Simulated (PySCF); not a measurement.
# [Hg(NH3)3]2+: other functionals and bases at one geometry

Aim: see how levels, charges and forces of [Hg(NH3)3]2+ depend on the level of theory. The structure is generated, not taken from experiment.

The runs use PySCF 2.14.0; several levels, as the steps say, no spin–orbit coupling.

2 further runs of the same task are left out: 1 for a known fault of the program, 1 that didn't finish. Runs told in other sessions of the task aren't counted.

## (1) The system as given

13 atoms, charge 2, spin multiplicity 1.

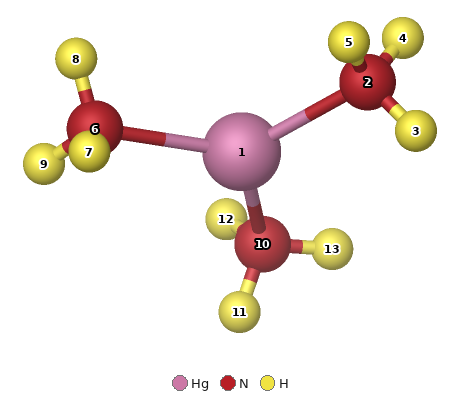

The geometry (mercury pink, nitrogen red, hydrogen yellow); atoms are numbered from 1 in the order of the file.

As a file:

| atom | x (Å) | y (Å) | z (Å) |
| --- | --- | --- | --- |
| Hg1 | 0.0000 | 0.0000 | 0.0000 |
| N2 | 2.2827 | 0.0024 | 0.0000 |
| H3 | 2.6707 | -0.4788 | 0.8310 |
| H4 | 2.6707 | -0.4788 | -0.8310 |
| H5 | 2.6787 | 0.9587 | 0.0000 |
| N6 | -1.1434 | 1.9756 | 0.0000 |
| H7 | -0.9207 | 2.5523 | 0.8310 |
| H8 | -0.9207 | 2.5523 | -0.8310 |
| H9 | -2.1696 | 1.8405 | 0.0000 |
| N10 | -1.1392 | -1.9781 | 0.0000 |
| H11 | -1.7500 | -2.0734 | 0.8310 |
| H12 | -1.7500 | -2.0734 | -0.8310 |
| H13 | -0.5091 | -2.7992 | 0.0000 |

Formal oxidation states: Hg +2. An earlier session relaxed this geometry at PBE, Hg def2-SVP with ECP60, N def2-SVP, H def2-SVP (singlet, point group C3h).

At PBE on the finer grid: E = -322.268301 Eh, HOMO -17.22 eV, LUMO -12.45 eV, Mulliken charge on Hg1 +0.71 e, largest force component 0.004 eV/Å. 

Levels to run: BLYP; M06-L; PBE0; BP86; PBE, TZVP; PBE, x2c-SVP. Hardware: 2 threads of Arm Neoverse V1, shared host.

## (2) BLYP

The input, run.py (the lines that set the calculation):

```python
mol = gto.M(atom='''
Hg     0.00000     0.00000     0.00000
N      2.28266     0.00244     0.00000
H      2.67067    -0.47883     0.83101
H      2.67067    -0.47883    -0.83101
H      2.67871     0.95873     0.00000
N     -1.14344     1.97562     0.00000
H     -0.92066     2.55228     0.83101
H     -0.92066     2.55228    -0.83101
H     -2.16964     1.84047     0.00000
N     -1.13922    -1.97806     0.00000
H     -1.75001    -2.07345     0.83101
H     -1.75001    -2.07345    -0.83101
H     -0.50907    -2.79920     0.00000''',
    basis={'Hg': 'def2-SVP', 'N': 'def2-SVP', 'H': 'def2-SVP'},
    ecp={'Hg': 'def2-SVP'},
    charge=2, spin=0)
mf = dft.RKS(mol, xc='BLYP')
mf.grids.atom_grid = (75, 302)
mf = mf.density_fit()  # fitting sets: Hg def2-universal-JKFIT, N def2-universal-JKFIT, H def2-universal-JKFIT
mf.conv_tol = 1e-08; mf.max_cycle = 55
mf.kernel(dm0)  # dm0: the density of the relaxed state
```

The run is started by

```sh
$ OMP_NUM_THREADS=2 python run.py
```

Standard output:

```text
init E= -322.3461325205
  HOMO = -0.627235721442024  LUMO = -0.45428070985775  gap/eV = 4.70635
cycle= 1 E= -322.346943296019  delta_E= -0.000811  |g|= 0.0331  |ddm|= 0.139
  HOMO = -0.624490467746529  LUMO = -0.453318474754347  gap/eV = 4.65783
cycle= 2 E= -322.346258233439  delta_E= 0.000685  |g|= 0.0642  |ddm|= 0.092
  HOMO = -0.627743223324197  LUMO = -0.455328420546419  gap/eV = 4.69165
cycle= 3 E= -322.347184525126  delta_E= -0.000926  |g|= 0.00212  |ddm|= 0.0607
  HOMO = -0.62768915446381  LUMO = -0.455254425562964  gap/eV = 4.69219
cycle= 4 E= -322.347185300481  delta_E= -7.75e-07  |g|= 0.000759  |ddm|= 0.00267
  HOMO = -0.627588007795505  LUMO = -0.455160221849122  gap/eV = 4.69200
cycle= 5 E= -322.347185419627  delta_E= -1.19e-07  |g|= 0.000158  |ddm|= 0.000963
  HOMO = -0.627595824522948  LUMO = -0.455174485673965  gap/eV = 4.69182
cycle= 6 E= -322.347185427968  delta_E= -8.34e-09  |g|= 1.87e-05  |ddm|= 0.000316
  HOMO = -0.627593652856212  LUMO = -0.455172895511506  gap/eV = 4.69181
Extra cycle  E= -322.347185427673  delta_E= 2.94e-10  |g|= 3.94e-05  |ddm|= 5.71e-05
converged SCF energy = -322.347185427673
```

Wall time 6.8 s (2 threads of Arm Neoverse V1, shared host).

Read off: E = -322.347185 Eh, HOMO -17.08 eV, LUMO -12.39 eV, Mulliken charge on Hg1 +0.68 e, largest force component 0.184 eV/Å. 

## (3) M06-L

Edit run.py (the lines that set the calculation) of step 2 so:

```diff
@@ -17,3 +17,3 @@
     charge=2, spin=0)
-mf = dft.RKS(mol, xc='BLYP')
+mf = dft.RKS(mol, xc='M06L')
 mf.grids.atom_grid = (75, 302)
```

The run is started by

```sh
$ OMP_NUM_THREADS=2 python run.py
```

Standard output:

```text
init E= -322.516121177224
  HOMO = -0.648008949168971  LUMO = -0.451729649058386  gap/eV = 5.34103
cycle= 1 E= -322.523651856591  delta_E= -0.00753  |g|= 0.051  |ddm|= 0.411
  HOMO = -0.637758853198255  LUMO = -0.445133460948115  gap/eV = 5.24160
cycle= 2 E= -322.523603291647  delta_E= 4.86e-05  |g|= 0.0542  |ddm|= 0.124
  HOMO = -0.643562795172384  LUMO = -0.449371605395196  gap/eV = 5.28421
cycle= 3 E= -322.524205766358  delta_E= -0.000602  |g|= 0.0121  |ddm|= 0.0537
  HOMO = -0.642681030423429  LUMO = -0.448660078294839  gap/eV = 5.27958
cycle= 4 E= -322.524234812008  delta_E= -2.9e-05  |g|= 0.00272  |ddm|= 0.0116
  HOMO = -0.642552130600842  LUMO = -0.448396073945535  gap/eV = 5.28326
cycle= 5 E= -322.52423676304  delta_E= -1.95e-06  |g|= 0.000515  |ddm|= 0.00519
  HOMO = -0.642584817622012  LUMO = -0.44844875317853  gap/eV = 5.28271
cycle= 6 E= -322.52423683491  delta_E= -7.19e-08  |g|= 7.33e-05  |ddm|= 0.000742
  HOMO = -0.642588623965885  LUMO = -0.448450491337089  gap/eV = 5.28277
cycle= 7 E= -322.524236835605  delta_E= -6.95e-10  |g|= 5.51e-05  |ddm|= 0.00014
  HOMO = -0.642579357193291  LUMO = -0.448449641705208  gap/eV = 5.28254
Extra cycle  E= -322.524236833013  delta_E= 2.59e-09  |g|= 0.000117  |ddm|= 0.000178
converged SCF energy = -322.524236833013
```

Wall time 12 s (2 threads of Arm Neoverse V1, shared host).

Result: E = -322.524237 Eh, HOMO -17.49 eV, LUMO -12.20 eV, Mulliken charge on Hg1 +0.92 e, largest force component 0.430 eV/Å. 

## (4) PBE0

Edit run.py (the lines that set the calculation) of step 3 so:

```diff
@@ -17,3 +17,3 @@
     charge=2, spin=0)
-mf = dft.RKS(mol, xc='M06L')
+mf = dft.RKS(mol, xc='PBE0')
 mf.grids.atom_grid = (75, 302)
```

The run is started by

```sh
$ OMP_NUM_THREADS=2 python run.py
```

Standard output:

```text
init E= -322.242433250892
  HOMO = -0.686311980298816  LUMO = -0.425181824287604  gap/eV = 7.10571
cycle= 1 E= -322.246630145541  delta_E= -0.0042  |g|= 0.0142  |ddm|= 0.307
  HOMO = -0.683966211005324  LUMO = -0.423022592837278  gap/eV = 7.10064
cycle= 2 E= -322.246670417838  delta_E= -4.03e-05  |g|= 0.00726  |ddm|= 0.0327
  HOMO = -0.685113752164094  LUMO = -0.42381054604944  gap/eV = 7.11042
cycle= 3 E= -322.246679768437  delta_E= -9.35e-06  |g|= 0.00326  |ddm|= 0.00908
  HOMO = -0.684709780466559  LUMO = -0.423445383189875  gap/eV = 7.10937
cycle= 4 E= -322.246681826136  delta_E= -2.06e-06  |g|= 0.000879  |ddm|= 0.00267
  HOMO = -0.684743590246748  LUMO = -0.423449017728014  gap/eV = 7.11019
cycle= 5 E= -322.246681977725  delta_E= -1.52e-07  |g|= 0.000226  |ddm|= 0.00125
  HOMO = -0.684755810944194  LUMO = -0.423468169393511  gap/eV = 7.11000
cycle= 6 E= -322.246681990112  delta_E= -1.24e-08  |g|= 1.6e-05  |ddm|= 0.000238
  HOMO = -0.684755862105968  LUMO = -0.423468455026763  gap/eV = 7.10999
cycle= 7 E= -322.246681990188  delta_E= -7.59e-11  |g|= 2.17e-06  |ddm|= 2.16e-05
  HOMO = -0.684755552126217  LUMO = -0.42346815782496  gap/eV = 7.10999
Extra cycle  E= -322.246681990187  delta_E= 1.25e-12  |g|= 3.12e-06  |ddm|= 5.9e-06
converged SCF energy = -322.246681990187
```

It took 6.8 s on 2 threads of Arm Neoverse V1, shared host.

Read off: E = -322.246682 Eh, HOMO -18.63 eV, LUMO -11.52 eV, Mulliken charge on Hg1 +0.83 e, largest force component 0.370 eV/Å. 

## (5) BP86

Edit run.py (the lines that set the calculation) of step 4 so:

```diff
@@ -17,3 +17,3 @@
     charge=2, spin=0)
-mf = dft.RKS(mol, xc='PBE0')
+mf = dft.RKS(mol, xc='B88,P86')
 mf.grids.atom_grid = (75, 302)
```

The run is started by

```sh
$ OMP_NUM_THREADS=2 python run.py
```

Standard output:

```text
init E= -322.589235422325
  HOMO = -0.637210370018745  LUMO = -0.462237675692363  gap/eV = 4.76125
cycle= 1 E= -322.589418825228  delta_E= -0.000183  |g|= 0.00253  |ddm|= 0.0723
  HOMO = -0.637064091064854  LUMO = -0.461859866220509  gap/eV = 4.76755
cycle= 2 E= -322.58941899935  delta_E= -1.74e-07  |g|= 0.00251  |ddm|= 0.0071
  HOMO = -0.636853283902086  LUMO = -0.461739127459406  gap/eV = 4.76510
cycle= 3 E= -322.589420498926  delta_E= -1.5e-06  |g|= 0.00105  |ddm|= 0.00327
  HOMO = -0.636923568717493  LUMO = -0.461801057458745  gap/eV = 4.76533
cycle= 4 E= -322.589420659503  delta_E= -1.61e-07  |g|= 0.000196  |ddm|= 0.000941
  HOMO = -0.636927528042435  LUMO = -0.461809637015293  gap/eV = 4.76520
cycle= 5 E= -322.589420666914  delta_E= -7.41e-09  |g|= 7.81e-05  |ddm|= 0.000373
  HOMO = -0.636912922523756  LUMO = -0.461792625821477  gap/eV = 4.76527
Extra cycle  E= -322.589420664977  delta_E= 1.94e-09  |g|= 0.000121  |ddm|= 0.000294
converged SCF energy = -322.589420664977
```

Run time: 6.4 s. Hardware: 2 threads of Arm Neoverse V1, shared host.

It gives: E = -322.589421 Eh, HOMO -17.33 eV, LUMO -12.57 eV, Mulliken charge on Hg1 +0.71 e, largest force component 0.044 eV/Å. 

## (6) PBE, TZVP

Basis: Hg def2-TZVP with ECP60, N def2-TZVP, H def2-TZVP. 

Edit run.py (the lines that set the calculation) of step 5 so:

```diff
@@ -14,6 +14,6 @@
 H     -0.50907    -2.79920     0.00000''',
-    basis={'Hg': 'def2-SVP', 'N': 'def2-SVP', 'H': 'def2-SVP'},
-    ecp={'Hg': 'def2-SVP'},
+    basis={'Hg': 'def2-TZVP', 'N': 'def2-TZVP', 'H': 'def2-TZVP'},
+    ecp={'Hg': 'def2-TZVP'},
     charge=2, spin=0)
-mf = dft.RKS(mol, xc='B88,P86')
+mf = dft.RKS(mol, xc='PBE')
 mf.grids.atom_grid = (75, 302)
@@ -21,2 +21,2 @@
 mf.conv_tol = 1e-08; mf.max_cycle = 55
-mf.kernel(dm0)  # dm0: the density of the relaxed state
+mf.kernel(dm0)  # dm0: free metal ions and neutral atoms
```

The run is started by

```sh
$ OMP_NUM_THREADS=2 python run.py
```

Standard output:

```text
init E= -321.682574256891
  HOMO = -0.81431704598848  LUMO = -0.661066434201654  gap/eV = 4.17016
cycle= 1 E= -322.186186411609  delta_E= -0.504  |g|=    1  |ddm|= 3.19
  HOMO = -0.440618867739922  LUMO = -0.322028460480606  gap/eV = 3.22701
cycle= 2 E= -321.97177172163  delta_E= 0.214  |g|= 1.52  |ddm|= 2.74
  HOMO = -0.626575033887422  LUMO = -0.445271823635732  gap/eV = 4.93351
cycle= 3 E= -322.467976325649  delta_E= -0.496  |g|= 0.162  |ddm|= 1.35
  HOMO = -0.630787183423275  LUMO = -0.456672827204105  gap/eV = 4.73789
cycle= 4 E= -322.473694185272  delta_E= -0.00572  |g|= 0.0516  |ddm|= 0.232
  HOMO = -0.632286176421785  LUMO = -0.456608080195299  gap/eV = 4.78044
cycle= 5 E= -322.473969721427  delta_E= -0.000276  |g|= 0.0404  |ddm|= 0.0759
  HOMO = -0.631842624966679  LUMO = -0.456645824910247  gap/eV = 4.76735
cycle= 6 E= -322.474284108918  delta_E= -0.000314  |g|= 0.00192  |ddm|= 0.0354
  HOMO = -0.631831743834807  LUMO = -0.456581004761826  gap/eV = 4.76882
cycle= 7 E= -322.474285149948  delta_E= -1.04e-06  |g|= 0.000154  |ddm|= 0.00307
  HOMO = -0.631846474968123  LUMO = -0.456598981017468  gap/eV = 4.76873
cycle= 8 E= -322.474285157196  delta_E= -7.25e-09  |g|= 1.58e-05  |ddm|= 0.000264
  HOMO = -0.631844812393885  LUMO = -0.456598297021085  gap/eV = 4.76870
Extra cycle  E= -322.474285156908  delta_E= 2.88e-10  |g|= 3.9e-05  |ddm|= 4.22e-05
converged SCF energy = -322.474285156908
```

Wall time 16 s (2 threads of Arm Neoverse V1, shared host).

It gives: E = -322.474285 Eh, HOMO -17.19 eV, LUMO -12.42 eV, Mulliken charge on Hg1 +0.91 e, largest force component 0.306 eV/Å. 

## (7) PBE, x2c-SVP

Basis: Hg x2c-SVPall, N x2c-SVPall, H x2c-SVPall. All electrons are treated, with the spin-free X2C Hamiltonian.

Edit run.py (the lines that set the calculation) of step 6 so:

```diff
@@ -14,8 +14,9 @@
 H     -0.50907    -2.79920     0.00000''',
-    basis={'Hg': 'def2-TZVP', 'N': 'def2-TZVP', 'H': 'def2-TZVP'},
-    ecp={'Hg': 'def2-TZVP'},
+    basis={'Hg': 'x2c-SVPall', 'N': 'x2c-SVPall', 'H': 'x2c-SVPall'},
+    nucmod='G',
     charge=2, spin=0)
 mf = dft.RKS(mol, xc='PBE')
-mf.grids.atom_grid = (75, 302)
-mf = mf.density_fit()  # fitting sets: Hg def2-universal-JKFIT, N def2-universal-JKFIT, H def2-universal-JKFIT
+mf.grids.atom_grid = (99, 590)
+mf = mf.density_fit()  # fitting sets: Hg AutoAux, N AutoAux, H AutoAux
+mf = mf.sfx2c1e()
 mf.conv_tol = 1e-08; mf.max_cycle = 55
```

The run is started by

```sh
$ OMP_NUM_THREADS=2 python run.py
```

Standard output:

```text
init E= -19792.9578315992
  HOMO = -0.806517904940343  LUMO = -0.657368349384708  gap/eV = 4.05857
cycle= 1 E= -19793.385977927  delta_E= -0.428  |g|= 0.868  |ddm|= 4.04
  HOMO = -0.4836808535678  LUMO = -0.335163921476105  gap/eV = 4.04135
cycle= 2 E= -19793.2857663203  delta_E=  0.1  |g|= 1.23  |ddm|=  2.6
  HOMO = -0.630568684495207  LUMO = -0.447986440737807  gap/eV = 4.96832
cycle= 3 E= -19793.5978365871  delta_E= -0.312  |g|= 0.165  |ddm|= 1.09
  HOMO = -0.633328373481765  LUMO = -0.458518090147626  gap/eV = 4.75683
cycle= 4 E= -19793.6030848363  delta_E= -0.00525  |g|= 0.0559  |ddm|= 0.263
  HOMO = -0.634795318165465  LUMO = -0.458638552989592  gap/eV = 4.79347
cycle= 5 E= -19793.6036293405  delta_E= -0.000545  |g|= 0.0223  |ddm|= 0.0792
  HOMO = -0.634729646985998  LUMO = -0.459059385336459  gap/eV = 4.78023
cycle= 6 E= -19793.6037268115  delta_E= -9.75e-05  |g|= 0.00126  |ddm|= 0.0268
  HOMO = -0.634774134132408  LUMO = -0.459044494462507  gap/eV = 4.78185
cycle= 7 E= -19793.6037272916  delta_E= -4.8e-07  |g|= 0.00014  |ddm|= 0.00232
  HOMO = -0.634787055491863  LUMO = -0.459059842507827  gap/eV = 4.78178
cycle= 8 E= -19793.6037272968  delta_E= -5.24e-09  |g|= 2.77e-05  |ddm|= 0.000263
  HOMO = -0.634787279068145  LUMO = -0.459060058938835  gap/eV = 4.78178
Extra cycle  E= -19793.6037272964  delta_E= 4.73e-10  |g|= 5.57e-05  |ddm|= 8.58e-05
converged SCF energy = -19793.6037272964
```

It took 45 s on 2 threads of Arm Neoverse V1, shared host.

Read off: E = -19793.603727 Eh, HOMO -17.27 eV, LUMO -12.49 eV, Mulliken charge on Hg1 +0.46 e, largest force component 0.086 eV/Å. 

## (8) All levels side by side

| level | state | HOMO (eV) | gap (eV) | charge on Hg1 (e) | dipole (D) | largest force component (eV/Å) | basis functions | time |
| --- | --- | --- | --- | --- | --- | --- | --- | --- |
| PBE (relaxed here) | singlet | -17.22 | 4.77 | 0.71 | 0.00 | 0.00 | 119 | 19 s |
| BLYP | singlet | -17.08 | 4.69 | 0.68 | 0.00 | 0.18 | 119 | 6.8 s |
| M06-L | singlet | -17.49 | 5.28 | 0.92 | 0.00 | 0.43 | 119 | 12 s |
| PBE0 | singlet | -18.63 | 7.11 | 0.83 | 0.00 | 0.37 | 119 | 6.8 s |
| BP86 | singlet | -17.33 | 4.77 | 0.71 | 0.00 | 0.04 | 119 | 6.4 s |
| PBE, TZVP | singlet | -17.19 | 4.77 | 0.91 | 0.00 | 0.31 | 190 | 16 s |
| PBE, x2c-SVP | singlet | -17.27 | 4.78 | 0.46 | 0.00 | 0.09 | 156 | 45 s |

Times are on 2 threads of Arm Neoverse V1, shared host; the first row also made further properties. The dipole of a charged species depends on the origin, so these sizes hold for this origin alone.

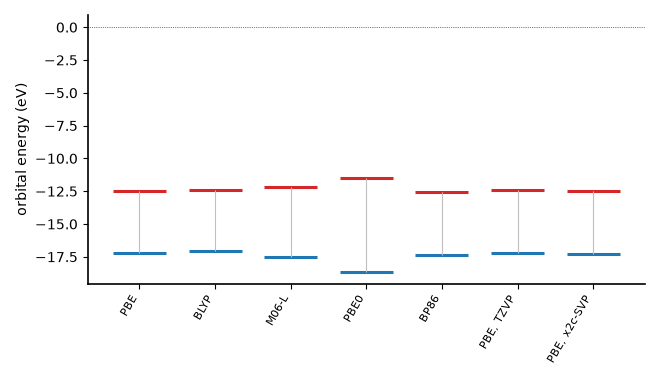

Highest filled and lowest empty level, method by method.

In one basis the HOMO–LUMO gap runs from 4.69 eV (BLYP) to 7.11 eV (PBE0). The largest leftover force, 0.43 eV/Å with M06-L, stands at a geometry relaxed at another level. The Mulliken charge on Hg spans +0.46 to +0.92 e over the levels. Total energies of different levels can't be compared. Spin–orbit coupling is left out throughout.
